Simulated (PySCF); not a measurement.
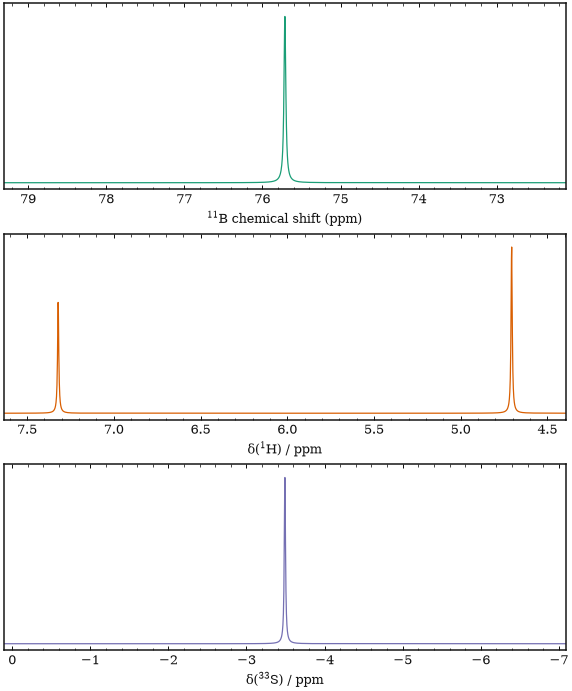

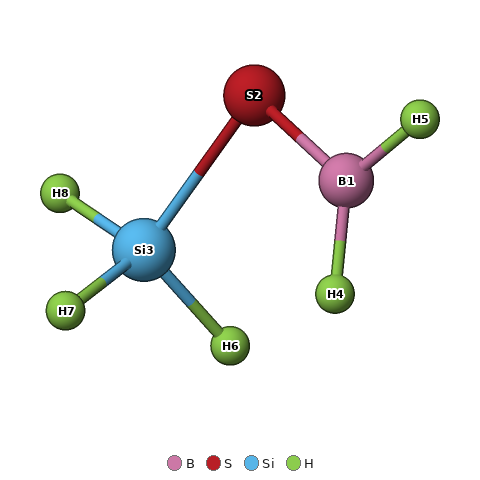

Spectrum and numbered structure of BSiH₅S, SMILES BS[SiH3]. GIAO shifts, mPW1PW91/pcSseg-2 in PySCF, at a PBE0-D3(BJ)/def2-SVP geometry (no frequency check), against BF₃.OEt₂ for ¹¹B, TMS for ¹H and CS₂ for ³³S computed at the same level. Gas phase, fully decoupled, line heights follow the number of nuclei, widths are arbitrary (no quadrupolar broadening); values of one conformer, averaged over methyl-type rotors and exact or near symmetry.

**Where does the ¹¹B line lie?**

At 75.7 ppm (B1).

**Which atoms give which ¹H line?**

```
δ (ppm)  nuclei       atoms
   7.32       2      H4, H5
   4.71       3  H6, H7, H8
```

**Where does the ³³S line lie?**

At −3.5 ppm (S2).
